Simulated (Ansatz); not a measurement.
| atom | x (Å) | y (Å) | z (Å) |
| --- | --- | --- | --- |
| B | 0.2145 | 0.7110 | -0.4447 |
| N | -0.2315 | 1.4741 | 0.6340 |
| Al | 0.8144 | -1.3199 | -0.1228 |
| H | -0.5294 | 2.4425 | 0.5493 |
| H | 0.2310 | 1.2721 | -1.5203 |
| H | -0.2952 | 1.1274 | 1.5861 |
| H | 1.3604 | -2.2977 | -1.2591 |
| H | 0.7274 | -1.9440 | 1.3515 |

The calculation used RKS B3LYP-D4/def2-SVP in Ansatz 0.2.0.

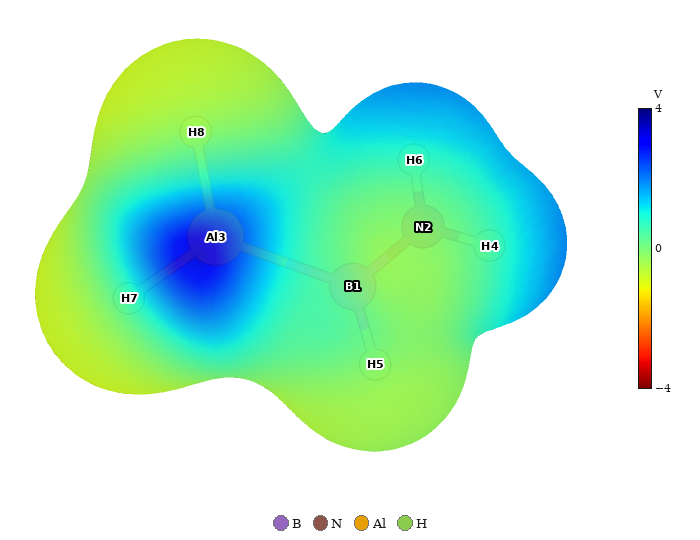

AlBH₅N. The molecular electrostatic potential painted on the density surface at 0.002 e/bohr³, seen at a tilt; the colour scale runs from red (negative) to blue (positive).

Describe the electrostatic potential map.

The most negative region (about −0.8 V, or −18 kcal/mol for a unit charge) lies over H7 and H8, the most positive (about +3.1 V, or +71 kcal/mol for a unit charge) over Al3.
